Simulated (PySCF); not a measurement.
**CH₇BN₂: electronic excitations at several levels of theory**

Aim: compute the electronic excitations of CH₇BN₂ (`CNBN`) at several levels, and see how far they spread and what each costs.

Computed with PySCF 2.14.0, with density-fitted response routines of our own, on a single molecule in the gas phase. Atoms count from 0, in the outputs and in this text.

## (1) The molecule as given

11 atoms, charge 0, multiplicity 1; geometry from: GFN2-xTB.

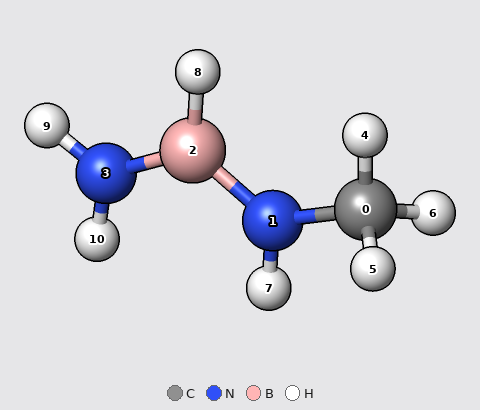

As it starts; carbon grey, nitrogen blue, boron pink, hydrogen white, atoms numbered.

## (2) Relaxing the molecule at PBE0-D3(BJ)/def2-SVP

Job settings and geometry (Å):

```
{"job": {"xc": "PBE0", "basis": "def2-SVP", "d3": "d3bj", "grid": 1, "kind": "geom"}, "charge": 0, "multiplicity": 1}
C     -1.712604     0.222225    -0.144946
N     -0.305356     0.075020    -0.414928
B      0.715293    -0.146949     0.518128
N      2.049492    -0.253440     0.095345
H     -1.879342     0.129573     0.925932
H     -2.081906     1.201661    -0.469777
H     -2.302010    -0.548079    -0.655538
H     -0.085942     0.155730    -1.396738
H      0.455523    -0.242260     1.657220
H      2.814500    -0.413559     0.723625
H      2.337776    -0.177252    -0.864288
```

Log:

```text
step   0  E = -176.40750041  max force = 0.019217
step   1  E = -176.40923784  max force = 0.003261
step   2  E = -176.40923483  max force = 0.002084
step   3  E = -176.40927146  max force = 0.000862
step   4  E = -176.40927575  max force = 0.000156
optimisation converged
```

It took 11 s on 1 thread, shared host.

The steps of the relaxation:

```csv
step,energy from step 0 (eV),largest force component (eV/Å)
0,0.0000,0.9882
1,-0.0473,0.1677
2,-0.0472,0.1072
3,-0.0482,0.0443
4,-0.0483,0.0080
```

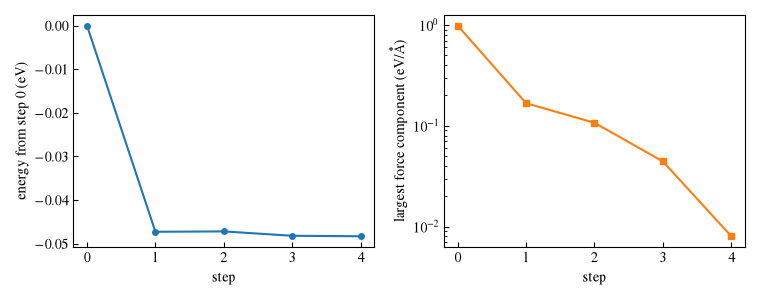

Energy and force, step by step.

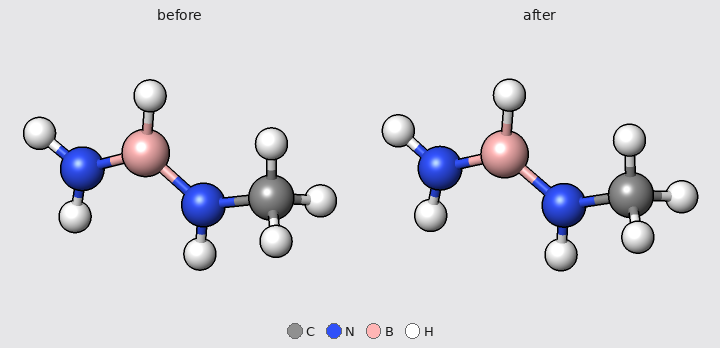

Before and after, at one scale.

Close pairs (by a distance rule), those that changed most:

```csv
bond,before (Å),after (Å),change (Å)
B2–H8,1.172,1.214,+0.042
N1–B2,1.401,1.412,+0.011
C0–H4,1.088,1.099,+0.011
C0–H5,1.096,1.106,+0.010
C0–H6,1.096,1.106,+0.010
B2–N3,1.404,1.413,+0.009
N3–H10,1.005,1.011,+0.006
N3–H9,1.003,1.008,+0.006
```

The end geometry stands in the next job.

```csv
at the end point,value
point group (found at 0.08 Å tolerance),Cs
"rotational constants (GHz, main isotopes)","37.526, 3.779, 3.509"
dipole moment (D),1.59
```

## (3) Ultraviolet spectrum: PBE0/aug-cc-pVDZ

Job settings and geometry (Å):

```
{"job": {"kind": "uv", "xc": "PBE0", "basis": "aug-cc-pVDZ"}, "charge": 0, "multiplicity": 1}
C     -1.733193     0.179706    -0.130278
N     -0.339217     0.051840    -0.451316
B      0.711574    -0.165110     0.466655
N      2.065719    -0.274315     0.077795
H     -1.867019     0.077007     0.955794
H     -2.149985     1.161709    -0.421183
H     -2.355443    -0.596477    -0.612905
H     -0.131313     0.134985    -1.439709
H      0.437190    -0.262098     1.645136
H      2.800950    -0.432503     0.749536
H      2.395357    -0.208164    -0.875297
```

Method: TDDFT PBE0/aug-cc-pVDZ, vertical, gas phase, core orbitals frozen in the response.

Log:

```text
coarse grid: 8640 points
cycle   1  E = -176.4965926523  dE =  2.772e-01  |g| = 4.497e-01  |ddm| = 6.661e+00
cycle   2  E = -176.4744055872  dE =  2.219e-02  |g| = 5.597e-01  |ddm| = 1.558e+00
cycle   3  E = -176.5468006536  dE = -7.240e-02  |g| = 4.584e-02  |ddm| = 7.937e-01
cycle   4  E = -176.5472475161  dE = -4.469e-04  |g| = 1.670e-02  |ddm| = 9.645e-02
cycle   5  E = -176.5473182570  dE = -7.074e-05  |g| = 2.057e-03  |ddm| = 3.267e-02
cycle   6  E = -176.5473191211  dE = -8.641e-07  |g| = 9.241e-04  |ddm| = 4.655e-03
final grid: 82008 points
cycle   7  E = -176.5556570911  dE = -2.015e-05  |g| = 8.212e-03  |ddm| = 1.028e-01
cycle   8  E = -176.5556482246  dE =  8.866e-06  |g| = 1.052e-02  |ddm| = 2.810e-02
cycle   9  E = -176.5556730935  dE = -2.487e-05  |g| = 6.535e-04  |ddm| = 1.488e-02
cycle  10  E = -176.5556731964  dE = -1.029e-07  |g| = 1.517e-04  |ddm| = 1.350e-03
cycle  11  E = -176.5556732012  dE = -4.762e-09  |g| = 5.278e-05  |ddm| = 2.995e-04
cycle  12  E = -176.5556732018  dE = -6.120e-10  |g| = 1.890e-05  |ddm| = 9.817e-05
converged SCF energy = -176.5556732018

Static polarisability (au): isotropic 48.476, principal 38.860 45.163 61.404

Singlet excitations
state   eV       nm        f      main configurations
  1   5.2744    235.1   0.00308   H->L 0.96
  2   5.7401    216.0   0.00144   H->L+1 0.94
  3   6.0276    205.7   0.01110   H->L+2 0.93
  4   6.3505    195.2   0.03510   H->L+3 0.99
  5   6.6860    185.4   0.01084   H->L+4 0.94
  6   6.8757    180.3   0.00523   H->L+5 0.97
  7   6.9970    177.2   0.01067   H->L+6 0.95
  8   7.2167    171.8   0.00024   H->L+7 0.94
  9   7.2763    170.4   0.22643   H->L+8 0.94
 10   7.3484    168.7   0.02760   H-1->L 0.92

Triplet excitations (Tamm-Dancoff, eV): 5.1485 5.6237 5.7558 5.9621
```

It took 11 s on 1 thread, shared host.

The orbitals next to the gap, with their largest atomic shares:

```csv
orbital,eV,atoms
HOMO−3,-10.30,"C0 45 %, H4 16 %, N1 14 %"
HOMO−2,-9.27,"B2 38 %, H8 32 %, N1 12 %"
HOMO−1,-8.49,"N3 47 %, B2 18 %, N1 16 %"
HOMO,-6.46,"N1 42 %, N3 27 %, C0 10 %"
LUMO,-0.07,"H10 26 %, H7 20 %, H9 13 %"
LUMO+1,0.27,"B2 21 %, H6 18 %, H5 18 %"
LUMO+2,0.51,"B2 40 %, H9 13 %, H4 12 %"
```

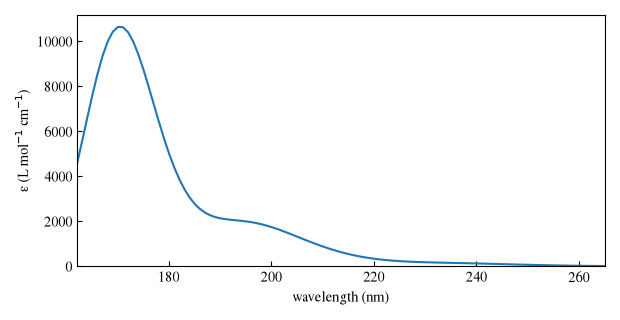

Absorption spectrum: each of the 10 states is a Gaussian band of 0.4 eV half-width at 1/e. Beyond the last state computed it falls off for lack of states.

Ground-state properties from the same run:

```csv
property,computed
dipole moment (D),1.38
polarisability (Å³),7.18
HOMO–LUMO gap (eV),6.40
−ε(HOMO) (eV),6.46
```

## (4) Excited states and response: PBE0/def2-TZVPD

Settings changed since step 3:

```diff
@@ -1,2 +1,2 @@
-{"job": {"kind": "uv", "xc": "PBE0", "basis": "aug-cc-pVDZ"}, "charge": 0, "multiplicity": 1}
+{"job": {"kind": "uv", "xc": "PBE0", "basis": "def2-TZVPD"}, "charge": 0, "multiplicity": 1}
 C     -1.733193     0.179706    -0.130278
```

Method: TDDFT PBE0/def2-TZVPD, vertical, gas phase, core orbitals frozen in the response.

Log:

```text
coarse grid: 8640 points
cycle   1  E = -176.5597752272  dE =  2.540e-01  |g| = 4.692e-01  |ddm| = 2.371e+00
cycle   2  E = -176.5357084535  dE =  2.407e-02  |g| = 5.902e-01  |ddm| = 8.064e-01
cycle   3  E = -176.6126670601  dE = -7.696e-02  |g| = 4.818e-02  |ddm| = 3.767e-01
cycle   4  E = -176.6130905505  dE = -4.235e-04  |g| = 2.178e-02  |ddm| = 5.433e-02
cycle   5  E = -176.6132015374  dE = -1.110e-04  |g| = 2.249e-03  |ddm| = 1.666e-02
cycle   6  E = -176.6132024243  dE = -8.870e-07  |g| = 1.075e-03  |ddm| = 3.406e-03
final grid: 82008 points
cycle   7  E = -176.6016866018  dE = -4.819e-05  |g| = 8.379e-03  |ddm| = 1.575e-01
cycle   8  E = -176.6016777825  dE =  8.819e-06  |g| = 1.064e-02  |ddm| = 1.280e-02
cycle   9  E = -176.6017014777  dE = -2.370e-05  |g| = 6.940e-04  |ddm| = 5.932e-03
cycle  10  E = -176.6017015728  dE = -9.512e-08  |g| = 2.541e-04  |ddm| = 6.487e-04
cycle  11  E = -176.6017015869  dE = -1.402e-08  |g| = 6.563e-05  |ddm| = 2.321e-04
cycle  12  E = -176.6017015877  dE = -8.577e-10  |g| = 2.385e-05  |ddm| = 5.426e-05
converged SCF energy = -176.6017015877

Static polarisability (au): isotropic 48.167, principal 38.407 45.052 61.043

Singlet excitations
state   eV       nm        f      main configurations
  1   5.5383    223.9   0.00346   H->L 0.96
  2   6.1185    202.6   0.00105   H->L+1 0.94
  3   6.4719    191.6   0.00813   H->L+2 0.93
  4   6.9878    177.4   0.19172   H->L+3 0.97
  5   7.2348    171.4   0.03494   H->L+4 0.86
  6   7.6162    162.8   0.02067   H-1->L 0.88, H->L+4 0.09
  7   7.6507    162.1   0.00347   H->L+5 0.86
  8   7.6562    161.9   0.02552   H->L+6 0.96
  9   7.8969    157.0   0.00216   H->L+7 0.96
 10   8.2207    150.8   0.00169   H-1->L+1 0.53, H->L+8 0.36

Triplet excitations (Tamm-Dancoff, eV): 5.3879 5.8842 5.9622 6.3655
```

Wall time 17 s (1 thread, shared host).

In short: HOMO -6.50 eV, LUMO 0.24 eV; lowest singlet 5.54 eV.

## (5) Ultraviolet spectrum: PBE0/6-31+G*

Settings changed since step 4:

```diff
@@ -1,2 +1,2 @@
-{"job": {"kind": "uv", "xc": "PBE0", "basis": "def2-TZVPD"}, "charge": 0, "multiplicity": 1}
+{"job": {"kind": "uv", "xc": "PBE0", "basis": "6-31+G*"}, "charge": 0, "multiplicity": 1}
 C     -1.733193     0.179706    -0.130278
```

Level: TDDFT PBE0/6-31+G*, vertical, gas phase, core orbitals frozen in the response.

Log:

```text
coarse grid: 8640 points
cycle   1  E = -176.5123286800  dE =  2.746e-01  |g| = 4.496e-01  |ddm| = 2.741e+00
cycle   2  E = -176.4939009600  dE =  1.843e-02  |g| = 5.445e-01  |ddm| = 9.674e-01
cycle   3  E = -176.5630593841  dE = -6.916e-02  |g| = 5.003e-02  |ddm| = 5.117e-01
cycle   4  E = -176.5636006880  dE = -5.413e-04  |g| = 1.544e-02  |ddm| = 5.875e-02
cycle   5  E = -176.5636619830  dE = -6.129e-05  |g| = 1.897e-03  |ddm| = 1.547e-02
cycle   6  E = -176.5636627834  dE = -8.004e-07  |g| = 7.379e-04  |ddm| = 2.277e-03
final grid: 82008 points
cycle   7  E = -176.5301087348  dE = -1.400e-05  |g| = 8.234e-03  |ddm| = 2.380e-02
cycle   8  E = -176.5301000326  dE =  8.702e-06  |g| = 1.050e-02  |ddm| = 1.547e-02
cycle   9  E = -176.5301252820  dE = -2.525e-05  |g| = 6.418e-04  |ddm| = 8.114e-03
cycle  10  E = -176.5301253815  dE = -9.957e-08  |g| = 1.364e-04  |ddm| = 5.813e-04
cycle  11  E = -176.5301253853  dE = -3.743e-09  |g| = 3.507e-05  |ddm| = 1.198e-04
cycle  12  E = -176.5301253856  dE = -2.913e-10  |g| = 1.038e-05  |ddm| = 4.642e-05
converged SCF energy = -176.5301253856

Static polarisability (au): isotropic 42.737, principal 33.935 39.472 54.802

Singlet excitations
state   eV       nm        f      main configurations
  1   5.4038    229.4   0.00317   H->L 0.96
  2   5.8749    211.0   0.00300   H->L+1 0.94
  3   6.3304    195.9   0.00789   H->L+2 0.97
  4   6.5956    188.0   0.06698   H->L+3 0.98
  5   7.0654    175.5   0.02613   H->L+4 0.91
  6   7.2943    170.0   0.00127   H->L+5 0.91
  7   7.4670    166.0   0.04015   H-1->L 0.90
  8   7.7810    159.3   0.19425   H->L+6 0.78, H->L+7 0.20
  9   7.9735    155.5   0.00121   H-1->L+1 0.85
 10   8.0616    153.8   0.07301   H->L+7 0.74, H->L+6 0.20

Triplet excitations (Tamm-Dancoff, eV): 5.2566 5.7418 5.8377 6.2630
```

Run time: 5.2 s. Hardware: 1 thread, shared host.

In short: HOMO -6.41 eV, LUMO 0.20 eV; lowest singlet 5.40 eV.

## (6) Run by run: electronic excitations

Excitations and ground-state properties, with basis size and wall time:

```csv
run,lowest singlet (eV),brightest (eV),f,gap (eV),α (Å³),μ (D),functions,time
PBE0/aug-cc-pVDZ,5.27,7.28,0.226,6.40,7.18,1.38,155,11 s
PBE0/def2-TZVPD,5.54,6.99,0.192,6.74,7.14,1.39,211,17 s
PBE0/6-31+G*,5.40,7.78,0.194,6.61,6.33,1.44,86,5.2 s
```

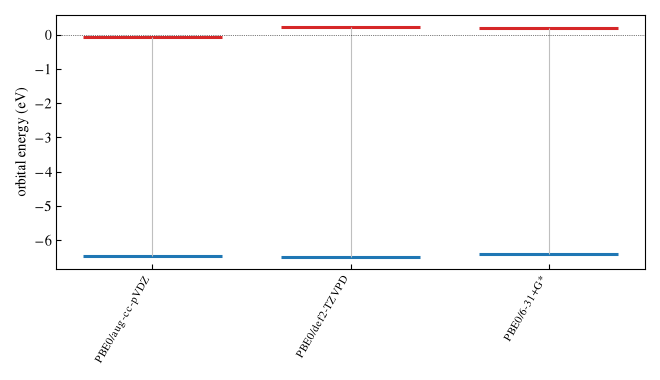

HOMO (blue) and LUMO (red) run by run.

## (7) Summary of results

| quantity | value |
| --- | --- |
| point group | Cs |
| rotational constants (main isotopes) | 37.53, 3.78, 3.51 GHz |
| lowest singlet (PBE0/aug-cc-pVDZ) | 5.27 eV (235 nm), f = 0.003 |
| brightest single state of those computed | state 9, 7.28 eV, f = 0.226 |
| lowest triplet | 5.15 eV |
| range of the lowest singlet | 5.27 to 5.54 eV |

Single values in the summary come from the first run of each kind that ended normally (PBE0/aug-cc-pVDZ), which need not be the best level. Relaxing lowered the energy by 0.048 eV in 4 steps; the close pair that moved most is B2–H8, from 1.172 to 1.214 Å. The lowest singlet, at 5.27 eV, is HOMO→LUMO 0.96 and is weak; of the 10 states computed, the strongest absorption comes from state 9 at 7.28 eV. The lowest triplet lies 0.13 eV below the lowest singlet (triplets in Tamm-Dancoff, singlets in full TDDFT). States above −ε(HOMO) lie where TDDFT describes them poorly and they hang on the basis; the brightest is among them. The lowest singlet runs from 5.27 eV (PBE0/aug-cc-pVDZ) to 5.54 eV (PBE0/def2-TZVPD), while the orbital gap spans 6.40 to 6.74 eV. The lowest state need not be the same one in every run.
